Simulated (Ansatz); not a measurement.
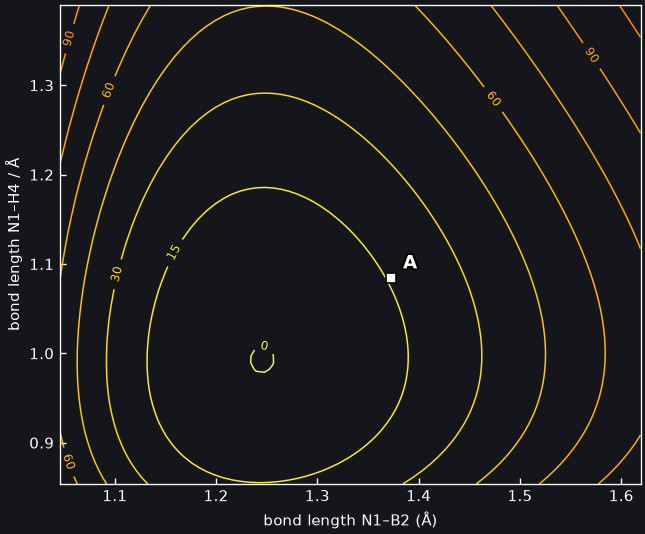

BH₂MgN, SMILES N=[B][MgH]. Coordinates scanned: (1) bond length N1–B2; (2) bond length N1–H4. Nothing is relaxed (all other coordinates rigid). Grid: 15 × 15 points. Points are written as (first, second). Energies are in kcal/mol, from the lowest grid point. The calculation used RKS PBE0-D4/def2-TZVP in Ansatz 0.2.0.

Drawn: contour lines labelled in kcal/mol, the point A. Between grid points the surface is interpolated.

### Is A at rest? If not, where is it pushed?

A, at (1.373 Å, 1.084 Å), is not a stationary point. The computed force is 167 kcal/mol for each Å towards smaller values of bond length N1–B2 and 79 kcal/mol for each Å towards smaller values of bond length N1–H4.
